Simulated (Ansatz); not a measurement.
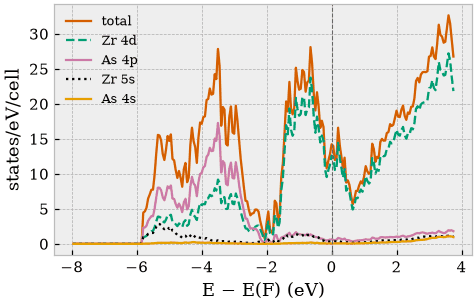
Total and projected density of states of Zr$_{7}$As$_{4}$ in space group C2/m (No. 12; Pearson symbol mS44), r²SCAN in the plane-wave PAW code Ansatz

Which orbitals carry the states next to the Fermi level?

Within 0.5 eV of the Fermi level: Zr 4d 87 %. Projections are on Löwdin-orthogonalised atomic valence shells; empty p or d shells of many metals are not among them.

Where is the tallest occupied peak in this window, and what makes it?

Near -0.6 eV, about 28 states/eV per cell; the largest projected share is Zr 4d.

The first step of the workflow began from a Materials Project structure, measured or hypothetical; the Crystallography Open Database copy checked does not list it. Whether it is the stable phase at ambient conditions was not checked. The cell was relaxed with r²SCAN under the symmetry of its start; whether a distortion lowers the energy is not shown. No spin polarisation was allowed. Scalar-relativistic: spin–orbit coupling is off unless named, which matters more the heavier the elements.

Potentials: the later of the program's two PAW sets.
